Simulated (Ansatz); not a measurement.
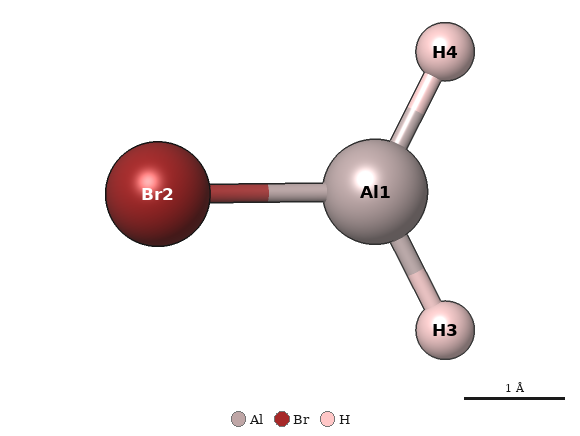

Orthographic view. Distant atoms are faded towards the background colour. The computed structure is the end point of a PBE0-D4/def2-TZVP optimisation.

Write a Z-matrix (Å, degrees) in the order of the atom numbers, with these reference atoms: 2 to 1; 3 to 1, 2; 4 to 1, 3, 2.

```
Al 
Br   1   2.257
H    1   1.576   2   117.6
H    1   1.576   3   124.9   2   180.0
```
